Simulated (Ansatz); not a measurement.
# Bi (R-3m, 2 atoms in the cell): zone-centre modes under pressure

Wanted: Grüneisen parameters and pressure coefficients of the modes of Bi (R-3m, 2 atoms in the cell).

Method: DFT PBEsol, scalar-relativistic, plane waves, PAW; PAW set soft_1, in Ansatz 0.2.0.

**What experiment says.**

For Bi, rhombohedral (A7) (bulk bismuth, earlier work), “Exceptional electronic transport and quantum oscillations in thin bismuth crystals grown inside van der Waals materials” (2022, arxiv:2211.07681) quotes earlier work: Raman mode (Eg) 71 cm⁻¹ [rounded literature value for bulk bismuth]; Raman mode (A1g) 98 cm⁻¹ [rounded literature value for bulk bismuth].

The database entry behind the starting cell lists a temperature near 78 K, so it need not match the best structure at ambient conditions.

### 1. The starting structure

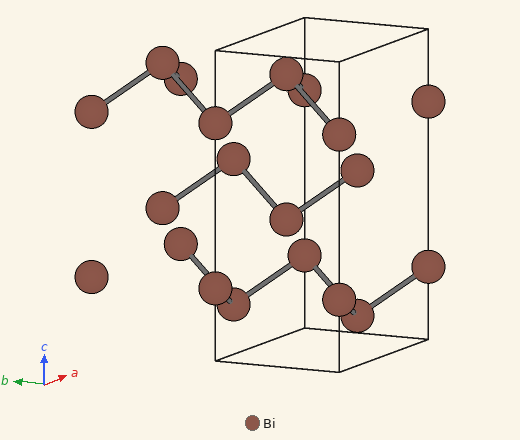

Start, viewed from a free direction; bismuth brown. 1×2×1 cells are drawn. This picture shows the conventional cell, with its axes. Bonds to atoms that aren't drawn are left out. Some periodic images of atoms are drawn too.

### 2. Bringing the structure to rest

Harmonic phonons are second derivatives at a point where the forces vanish, and they are wanted at zero stress, so atoms and cell are relaxed first.

Input file input.yaml:

```yaml
crystal:
  lattice:
    - [2.2675, 1.3091417354, 3.938]
    - [-2.2675, 1.3091417354, 3.938]
    - [0.0, -2.6182834708, 3.938]
  atoms:
    - { symbol: Bi, position: [0.234, 0.234, 0.234] }
    - { symbol: Bi, position: [0.766, 0.766, 0.766] }
kpoints:
  mp_grid: { grid: [12, 12, 12] }
hamiltonian:
  xc: pbesol
  pseudopotentials: { kind: paw, azcp: { folder: soft_1 }, xc_functional: pbe }
scf:
  occupations: { method: gaussian, width: 0.1 }
output:
  forces: true
  stress: true
  eigenvalues: true
  write_density: true
  write_potential: true
  elf: true
  volumetric_format: npy
relax:
  adjacent_minimum: "off"
  f_tol: 0.005
  max_steps: 80
  cell: { stress_tol: 0.05 }
```

Run with:

```console
$ ansatz run input.yaml --threads 4 --pin off --max-ram 10240MiB --backend cpu --events-out ev --progress --plain --runs-dir out
```

Numbers of over 12 decimals in the logs are rounded to 6 here.

The log of the run:

```text
Engine: ansatz 0.2.0, x86_64-unknown-linux-gnu
Pseudopotentials: kind: paw
Pseudopotential: Bi, paw, valence charge 15, recommended cutoff 420 eV (normal), soft_1/Bi.paw.azcp
Functional definition: PBEsol
  exchange = pbesol_x
  correlation = pbesol_c
Crystal: 2 atoms, lattice volume = 70.139 Å³
Basis set: ecut = 420 eV, 1369 PW (Γ), exchange–correlation on 64×64×64 points (8 copies of the dense FFT grid, shifted against one another)
Bands: 19, of which v1, the nominal top of the filled ones, is band 15 counted from 1 (14 counted from 0)
Symmetry: 12 space group operations
Space group: R-3m (ITA 166), of the structure as read, at distance tolerance 4.1e-5 Å
k-points: 189 of 1728
Non-local potential: Bi, projectors of the file, l = 0: 2, l = 1: 2, l = 2: 2, l = 3: 1
PAW form: soft (Blöchl's): semilocal exchange-correlation on the pseudo side does not see the compensation charge
PAW frozen core: Bi, regenerated for the run's functional, and the local potential with it (the file was generated under x = pbe(κ = 0.804, μ = 0.219515), c = pbe(β = 0.066725))
PAW one-centre angular grid: Bi, 590 points (default); XC on 64 Gauss nodes
Initial density: superposition of atomic densities (chi_scale 0.1, normalization cell)
Initial wavefunctions: pseudopotential atomic-orbital guess
Functional: x = pbesol(κ = 0.804, μ = 0.123457), c = pbesol(β = 0.046)
SCF iter   1: F=—  HF=-24488.940245 eV  |F-HF|=—  |Δ(HF+E_count)|=         —  Δρ=1.15e-2  dr2=7.73e-2  ethr=3.10e-3  ⟨swp⟩=6.0  Hψ=18109  notcnv=0
preconditioner: auto → Kerker (q_TF=auto, 2.368 Å⁻¹)  [metal: Δε(μ)=0.041 eV  Ē_g=20.185 eV  σ=0.100 eV  W_gap=0.23  n_scr=14 (ndim 8)  ℏωp=24.3 eV  f_vac=0.000  D(μ)=0.23/eV (n_scr^D=0)]
SCF iter   2: F=—  HF=-24488.931057 eV  |F-HF|=—  |Δ(HF+E_count)|=   9.19e-3  Δρ=7.40e-3  dr2=3.37e-2  ethr=2.58e-4  ⟨swp⟩=1.0  Hψ=5103  notcnv=0
SCF iter   3: F=—  HF=-24488.926780 eV  |F-HF|=—  |Δ(HF+E_count)|=   4.28e-3  Δρ=8.94e-4  dr2=8.54e-4  ethr=1.12e-4  ⟨swp⟩=2.0  Hψ=6429  notcnv=0
SCF iter   4: F=—  HF=-24488.926717 eV  |F-HF|=—  |Δ(HF+E_count)|=   6.27e-5  Δρ=3.86e-4  dr2=1.31e-4  ethr=2.85e-6  ⟨swp⟩=2.0  Hψ=6428  notcnv=0
SCF iter   5: F=—  HF=-24488.926698 eV  |F-HF|=—  |Δ(HF+E_count)|=   1.94e-5  Δρ=1.37e-4  dr2=2.56e-5  ethr=4.36e-7  ⟨swp⟩=2.0  Hψ=5943  notcnv=0
SCF iter   6: F=—  HF=-24488.926701 eV  |F-HF|=—  |Δ(HF+E_count)|=   3.09e-6  Δρ=2.72e-5  dr2=8.40e-7  ethr=8.53e-8  ⟨swp⟩=2.0  Hψ=4554  notcnv=0
SCF iter   7: F=-24488.926701 eV  HF=-24488.926701 eV  |F-HF|=1.08e-8  |Δ(HF+E_count)|=   2.35e-7  Δρ=5.82e-6  dr2=5.02e-8  ethr=3.33e-10  ⟨swp⟩=9.5  Hψ=28244  notcnv=0
SCF 1 converged in 7 iterations: F = -24488.926701 eV  dr2 = 5.02e-8
  greatest PAW one-centre occupation: 0.988 electrons in one spin orbital (limit 2), on the Bi atom at site 1 (counted from 0), in its partial waves of l = 2
relax step   1: F+E_penalty+E_count = -24488.92670101 eV  Δ(F+E_penalty+E_count) = +0.000e0 eV  max|allowed force component| = 1.576e-1 eV/Å  Δτ_max = 0.0000 Å  P = -0.217 GPa  Ω = 70.139 Å³  (7 SCF iters, dr2 threshold 1.00e-7 eV, accepted)
Crystal: 2 atoms, lattice volume = 69.388 Å³
Basis set: ecut = 420 eV, 1333 PW (Γ), exchange–correlation on 64×64×64 points (8 copies of the dense FFT grid, shifted against one another)
Initial density: handed on by an earlier stage of this run
Initial wavefunctions: those handed on with the density
iter 1 solved again at ethr=1.71e-6 eV; its pass at ethr=3.10e-3 eV (dr2=5.13e-4 eV) is discarded
SCF iter   1: F=—  HF=-24488.931026 eV  |F-HF|=—  |Δ(HF+E_count)|=         —  Δρ=9.35e-4  dr2=5.04e-4  ethr=1.71e-6  ⟨swp⟩=2.2  Hψ=22733  notcnv=0
preconditioner: auto → Kerker (q_TF=auto, 2.372 Å⁻¹)  [metal: Δε(μ)=0.057 eV  Ē_g=20.300 eV  σ=0.100 eV  W_gap=0.31  n_scr=14 (ndim 8)  ℏωp=24.4 eV  f_vac=0.000  D(μ)=0.27/eV (n_scr^D=0)]
SCF iter   2: F=—  HF=-24488.930951 eV  |F-HF|=—  |Δ(HF+E_count)|=   7.42e-5  Δρ=5.62e-4  dr2=1.86e-4  ethr=1.68e-6  ⟨swp⟩=1.0  Hψ=3591  notcnv=0
SCF iter   3: F=—  HF=-24488.930918 eV  |F-HF|=—  |Δ(HF+E_count)|=   3.30e-5  Δρ=7.52e-5  dr2=4.99e-6  ethr=6.20e-7  ⟨swp⟩=3.0  Hψ=6434  notcnv=0
SCF iter   4: F=—  HF=-24488.930918 eV  |F-HF|=—  |Δ(HF+E_count)|=   1.81e-7  Δρ=2.08e-5  dr2=5.27e-7  ethr=1.66e-8  ⟨swp⟩=2.7  Hψ=5740  notcnv=0
SCF iter   5: F=-24488.930918 eV  HF=-24488.930918 eV  |F-HF|=1.14e-9  |Δ(HF+E_count)|=   2.68e-8  Δρ=7.26e-6  dr2=7.70e-8  ethr=6.67e-10  ⟨swp⟩=9.0  Hψ=23586  notcnv=0
SCF 2 converged in 5 iterations: F = -24488.930918 eV  dr2 = 7.70e-8
relax step   2: F+E_penalty+E_count = -24488.93091820 eV  Δ(F+E_penalty+E_count) = -4.217e-3 eV  max|allowed force component| = 4.042e-2 eV/Å  Δτ_max = 0.0295 Å  P = -0.248 GPa  Ω = 69.388 Å³  energy of the carried Pulay correction = +5.090e-5 eV  (5 SCF iters, dr2 threshold 2.00e-7 eV, accepted)
Crystal: 2 atoms, lattice volume = 68.988 Å³
iter 1 solved again at ethr=2.93e-7 eV; its pass at ethr=3.10e-3 eV (dr2=8.80e-5 eV) is discarded
SCF iter   1: F=—  HF=-24488.931974 eV  |F-HF|=—  |Δ(HF+E_count)|=         —  Δρ=1.69e-4  dr2=2.64e-5  ethr=2.93e-7  ⟨swp⟩=3.8  Hψ=23524  notcnv=0
preconditioner: auto → Kerker (q_TF=auto, 2.375 Å⁻¹)  [metal: Δε(μ)=0.070 eV  Ē_g=20.332 eV  σ=0.100 eV  W_gap=0.37  n_scr=14 (ndim 8)  ℏωp=24.5 eV  f_vac=0.000  D(μ)=0.26/eV (n_scr^D=0)]
SCF iter   2: F=—  HF=-24488.931972 eV  |F-HF|=—  |Δ(HF+E_count)|=   1.28e-6  Δρ=1.14e-4  dr2=1.37e-5  ethr=8.82e-8  ⟨swp⟩=1.0  Hψ=3591  notcnv=0
SCF iter   3: F=—  HF=-24488.931970 eV  |F-HF|=—  |Δ(HF+E_count)|=   2.59e-6  Δρ=1.94e-5  dr2=4.31e-7  ethr=4.56e-8  ⟨swp⟩=2.0  Hψ=4147  notcnv=0
SCF iter   4: F=-24488.931970 eV  HF=-24488.931970 eV  |F-HF|=1.23e-8  |Δ(HF+E_count)|=   9.33e-8  Δρ=5.43e-6  dr2=2.48e-8  ethr=6.67e-10  ⟨swp⟩=9.8  Hψ=24237  notcnv=0
SCF 3 converged in 4 iterations: F = -24488.931970 eV  dr2 = 2.48e-8
relax step   3: F+E_penalty+E_count = -24488.93196999 eV  Δ(F+E_penalty+E_count) = -1.052e-3 eV  max|allowed force component| = 1.059e-2 eV/Å  Δτ_max = 0.0022 Å  P = +0.055 GPa  Ω = 68.988 Å³  energy of the carried Pulay correction = +7.819e-5 eV  (4 SCF iters, dr2 threshold 2.00e-7 eV, accepted)
[...]
relax step   4: F+E_penalty+E_count = -24488.93239707 eV  Δ(F+E_penalty+E_count) = -4.271e-4 eV  max|allowed force component| = 1.460e-2 eV/Å  Δτ_max = 0.0016 Å  P = +0.024 GPa  Ω = 68.945 Å³  energy of the carried Pulay correction = +8.115e-5 eV  (4 SCF iters, dr2 threshold 5.59e-8 eV, accepted)
[...]
relax step   5: F+E_penalty+E_count = -24488.93246561 eV  Δ(F+E_penalty+E_count) = -6.854e-5 eV  max|allowed force component| = 1.556e-3 eV/Å  Δτ_max = 0.0032 Å  P = -0.001 GPa  Ω = 68.886 Å³  energy of the carried Pulay correction = +8.518e-5 eV  (5 SCF iters, dr2 threshold 1.33e-8 eV, accepted)
Initial wavefunctions: pseudopotential atomic-orbital guess (no wavefunctions were taken with the density)
iter 1 solved again at ethr=1.83e-7 eV; its pass at ethr=3.10e-3 eV (dr2=5.49e-5 eV) is discarded
SCF iter   1: F=—  HF=-24488.932383 eV  |F-HF|=—  |Δ(HF+E_count)|=         —  Δρ=1.34e-5  dr2=2.36e-8  ethr=1.83e-7  ⟨swp⟩=3.6  Hψ=29438  notcnv=0
eigensolver tolerance schedule: the retry pair's looser diagonalisation over-reported the residual by 2327.03 of it (diagonalisation noise at 0.16 of the residual, at the tolerance the schedule requests for it); recorded, not acted on — ethr = c·dr2/N_el stays at c = 1.0e-1
preconditioner: auto → Kerker (q_TF=auto, 2.375 Å⁻¹)  [metal: Δε(μ)=0.080 eV  Ē_g=20.335 eV  σ=0.100 eV  W_gap=0.40  n_scr=14 (ndim 8)  ℏωp=24.5 eV  f_vac=0.000  D(μ)=0.25/eV (n_scr^D=0)]
SCF iter   2: F=—  HF=-24488.932382 eV  |F-HF|=—  |Δ(HF+E_count)|=   2.67e-7  Δρ=7.01e-6  dr2=6.46e-9  ethr=7.86e-11  ⟨swp⟩=2.1  Hψ=6373  notcnv=0
SCF iter   3: F=—  HF=-24488.932382 eV  |F-HF|=—  |Δ(HF+E_count)|=   6.19e-9  Δρ=1.08e-6  dr2=3.77e-10  ethr=2.15e-11  ⟨swp⟩=3.0  Hψ=6682  notcnv=0
SCF iter   4: F=—  HF=-24488.932382 eV  |F-HF|=—  |Δ(HF+E_count)|=  1.78e-10  Δρ=1.82e-7  dr2=4.46e-11  ethr=1.26e-12  ⟨swp⟩=2.0  Hψ=4538  notcnv=0
SCF iter   5: F=-24488.932382 eV  HF=-24488.932382 eV  |F-HF|=3.64e-12  |Δ(HF+E_count)|=  7.28e-12  Δρ=5.39e-8  dr2=2.94e-12  ethr=1.00e-12  ⟨swp⟩=6.1  Hψ=14988  notcnv=0
SCF 6 converged in 5 iterations: F = -24488.932382 eV  dr2 = 2.94e-12
relax step   6: F+E_penalty+E_count = -24488.93238225 eV  Δ(F+E_penalty+E_count) = +8.336e-5 eV  max|allowed force component| = 1.551e-3 eV/Å  Δτ_max = 0.0000 Å  P = -0.001 GPa  Ω = 68.886 Å³  stress off target by 1.40e-2 GPa  SCF on the basis re-selected at this cell (its energy is not comparable with the rows above)  (5 SCF iters)
basis re-selected at this cell: Δ(F+E_penalty+E_count) = +8.336e-5 eV, ΔP = -0.000 GPa vs the last step (what re-selecting the basis moved, of the pressure what is left beyond the Pulay correction that the steps carried, after the strain that the cell walked since its last selection, with what the two solves' SCF thresholds leave and, on support functions, any second-order correction that the steps lacked; it is no m [...]
SCF converged after 5 iterations
Free energy (F): -24488.932382 eV
Harris-Foulkes:  -24488.932382 eV  (|F-HF|=3.64e-12)
Internal energy: -24488.931156 eV  (E = F + TS)
E sigma→0 (E₀):  -24488.931769 eV
Entropy (-TS):   -0.001226 eV (-0.613 meV/atom)
Fermi energy:    9.874899 eV
--- Per-component energies (eV) ---
  E_band       = -212.250680
  E_kinetic    = 508.771213
  E_local      = -2678.400316  (includes V_loc(G=0)·N_el)
  E_nonlocal   = 820.632812
  E_hartree    = 995.080554
  E_xc         = -300.608027
  E_vxc        = -261.637905  (∫ρ·V_xc dr)
  E_paw        = -21019.205539  (= ΣΔE_a)
  E_vpaw       = -591.778028  (= ΣTr[D̂ρ^β])
  E_aug_tail   = 0.000411  (compensation charges beyond the density's cutoff)
  E_ewald      = -2815.381852
  E_core_change = 0.179589  (= ΣΔE_core)
  E_smearing   = -0.001226  (= −TS)
  E_closure    = 0.000000  (closes the sum)
  Σ components = -24488.932382   (vs F -24488.932382, Δ=0.00e0)
--- Forces (eV/Å), atoms counted from 1 ---
  atom   1  Bi     0.00000000    -0.00000000    -0.00155121
  atom   2  Bi    -0.00000000     0.00000000     0.00155121
  max |Σ_I F_I| component: 9.25e-18 eV/Å
--- Stress (GPa, compression-positive) ---
        0.005240       0.000000      -0.000000
        0.000000       0.005240       0.000000
       -0.000000       0.000000      -0.013984
  P = ⅓ Tr σ = -0.0012 GPa (-0.012 kbar)
--- Band table (eV; the first three rows and the last of 189) ---
  k-point 0: bands = [... 11 lower, 2.4710, 8.3714, 8.6448, 8.6448, 12.6145, 12.9304, 12.9304, 15.3767]
  k-point 1: bands = [... 11 lower, 2.3077, 8.4066, 8.6468, 8.6577, 12.4566, 12.5867, 12.7386, 15.0804]
  k-point 2: bands = [... 11 lower, 1.8595, 8.4757, 8.6585, 8.7167, 11.7804, 12.1399, 12.2655, 14.8454]
  k-point 188: bands = [... 11 lower, -0.2645, 9.0348, 9.3512, 9.3512, 10.4138, 10.4138, 10.4557, 17.0938]
--- Relaxed structure (5 steps of the walk, 5 accepted, 1 SCFs on fresh bases) ---
  F+E_penalty+E_count = -24488.93238225 eV   max|allowed force component| = 1.551e-3 eV/Å   (the final SCF, on the basis selected at the relaxed cell)
  cell:  # Å, volume = 68.8859 Å³
    - [2.262525, 1.306269, 3.884658]
    - [-2.262525, 1.306269, 3.884658]
    - [0, -2.612538, 3.884658]
  atoms:
    - { symbol: Bi, position: [0.236718, 0.236718, 0.236718] }
    - { symbol: Bi, position: [0.763282, 0.763282, 0.763282] }
```

Run time: 65 s. Hardware: 4 threads of Intel Xeon at 2.50GHz (Skylake/Cascade Lake), shared host; peak memory 0.55 GiB; 2.6 min of CPU time.

The steps of the relaxation:

| step | energy less that of the first step (eV) | largest force component (eV/Å) | pressure (GPa) | volume (Å³) |
| --- | --- | --- | --- | --- |
| 1 | 0.0000 | 0.1576 | -0.22 | 70.14 |
| 2 | -0.0042 | 0.0404 | -0.25 | 69.39 |
| 3 | -0.0053 | 0.0106 | 0.05 | 68.99 |
| 4 | -0.0057 | 0.0146 | 0.02 | 68.94 |
| 5 | -0.0058 | 0.0016 | 0.00 | 68.89 |
| 6* | -0.0057 | 0.0016 | 0.00 | 68.89 |

Relaxation steps marked * repeat the geometry before them on a plane-wave basis chosen anew for their cell, so energy and pressure can jump there.

Forces are held to the 12 operations that the run works with; a distortion that breaks them can't arise in this run.

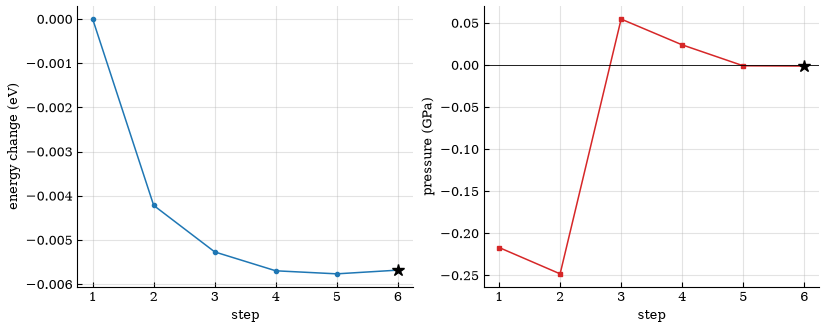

Energy and pressure along the relaxation. Stars mark steps on a basis chosen anew.

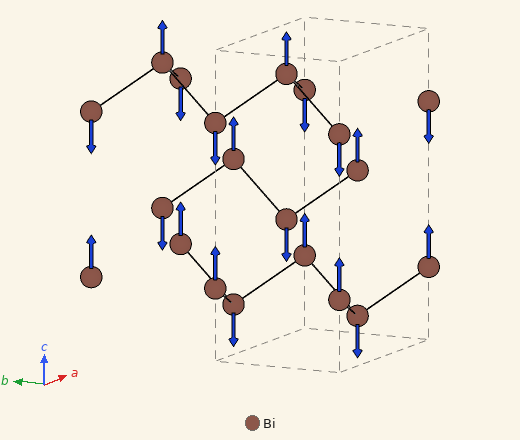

Displacements in the relaxation, exaggerated, measured against the changing cell; the longest in the cell stands for 0.03 Å. Bonds to atoms that aren't drawn are left out. 1×2×1 conventional cells are drawn. Some periodic images of atoms are drawn too.

| conventional cell, symmetrised | before | after | change |
| --- | --- | --- | --- |
| a (Å) | 4.535 | 4.525 | -0.2 % |
| b (Å) | 4.535 | 4.525 | -0.2 % |
| c (Å) | 11.814 | 11.654 | -1.4 % |
| volume (Å³/atom) | 35.07 | 34.44 | -1.8 % |

The atoms that moved most (Å, as changes of fractional coordinates times the final cell):

| atom | dx | dy | dz | length |
| --- | --- | --- | --- | --- |
| Bi1 | 0.000 | 0.000 | 0.032 | 0.032 |
| Bi2 | 0.000 | 0.000 | -0.032 | 0.032 |

The relaxed structure:

```
Bi
1.0
     2.26252    1.30627    3.88466
    -2.26252    1.30627    3.88466
     0.00000   -2.61254    3.88466
Bi
2
Cartesian
  0.0000 0.0000 2.7587
  0.0000 0.0000 8.8953
```

This step gave:

* pressure: -0.001168 GPa
* volume per atom: 34.44 Å³
* gap on the k-mesh: 0 eV

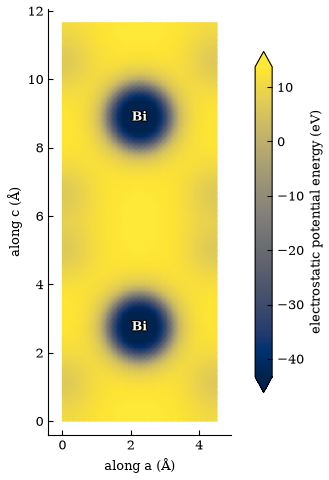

Electrostatic potential energy in the ac plane of the conventional cell at fractional y = 0.000, with atoms of Bi within 0.2 Å of it. With pseudopotentials it is smooth inside the atoms' cores, unlike the true potential. The map starts off the cell's origin, so that atoms lie inside it.

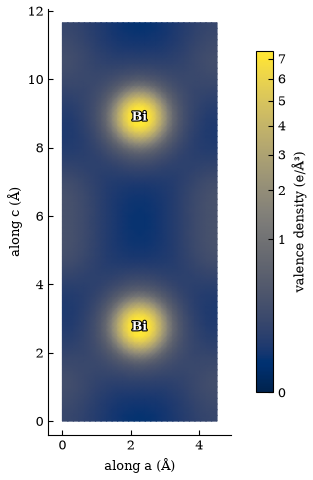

Valence density in the ac plane of the conventional cell at fractional y = 0.000, with atoms of Bi within 0.2 Å of it. It is the smooth field of the valence electrons, not physical close to the nuclei. The map starts off the cell's origin, so that atoms lie inside it. The colour scale is stretched toward low values.

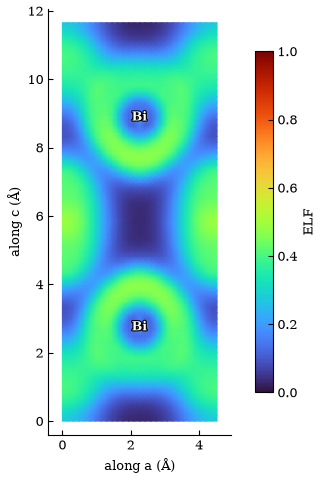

ELF in the ac plane of the conventional cell at fractional y = 0.000, with atoms of Bi within 0.2 Å of it. It is the smooth field of the valence electrons, not physical close to the nuclei. The map starts off the cell's origin, so that atoms lie inside it.

In this step the volume went from 35.07 to 34.44 Å³/atom.

### 3. Tight relaxation

Phonons need small forces and stress, so the relaxation is finished with tight tolerances on 12×12×12 k points.

input.yaml, the sections that differ from step 2:

```yaml
crystal:
  lattice:
    - [2.2625247009, 1.3062692451, 3.8846576756]
    - [-2.2625247009, 1.3062692451, 3.8846576756]
    - [0.0, -2.6125384902, 3.8846576756]
  atoms:
    - { symbol: Bi, position: [0.2367178723, 0.2367178723, 0.2367178723] }
    - { symbol: Bi, position: [0.7632821277, 0.7632821277, 0.7632821277] }
scf:
  occupations: { method: methfessel_paxton, width: 0.2 }
output:
  forces: true
  stress: true
  eigenvalues: true
relax:
  adjacent_minimum: "off"
  f_tol: 0.001
  max_steps: 60
  cell: { stress_tol: 0.01 }
# kpoints, hamiltonian: as in step 2
```

The log of the run:

```text
[...]
Crystal: 2 atoms, lattice volume = 68.886 Å³
Basis set: ecut = 420 eV, 1333 PW (Γ), exchange–correlation on 64×64×64 points (8 copies of the dense FFT grid, shifted against one another)
Bands: 19, of which v1, the nominal top of the filled ones, is band 15 counted from 1 (14 counted from 0)
Symmetry: 12 space group operations
[...]
k-points: 189 of 1728
[...]
k-point 188: bands = [... 11 lower, -0.2621, 9.0307, 9.3480, 9.3480, 10.4134, 10.4134, 10.4560, 17.0925]
--- Relaxed structure (3 steps of the walk, 3 accepted, 1 SCFs on fresh bases) ---
[...]
cell:  # Å, volume = 68.8875 Å³
    - [2.262772, 1.306412, 3.883903]
    - [-2.262772, 1.306412, 3.883903]
    - [0, -2.612824, 3.883903]
  atoms:
    - { symbol: Bi, position: [0.236679, 0.236679, 0.236679] }
    - { symbol: Bi, position: [0.763321, 0.763321, 0.763321] }
[key lines of the parts left out:]
SCF converged after 5 iterations
Free energy (F): -24488.931452 eV
Fermi energy:    9.872626 eV
P = ⅓ Tr σ = 0.0004 GPa (0.004 kbar)
```

The job ended after 44 s (4 threads; peak memory 0.55 GiB; 99 s of CPU time).

Little changed from the start: no atom moved by 0.005 Å and no cell edge by 0.1 %.

Numbers from this step:

```
pressure : 3.54e-4 GPa
```

The largest force component left is 0.0097 meV/Å and the pressure is 0.000 GPa, within the tolerances set. The cell now holds 34.44 Å³/atom.

(Continued in part 2 of 2.)

[Logs are printed without paths, hosts, clocks, repeated set-up lines and the standing remarks that a program may print on its own settings, such as how far it seeks lower states.]

[Hosts, paths, dates, database ids (printed as entryN), source tags and the programs' standing remarks are cut or masked in the printed files.]
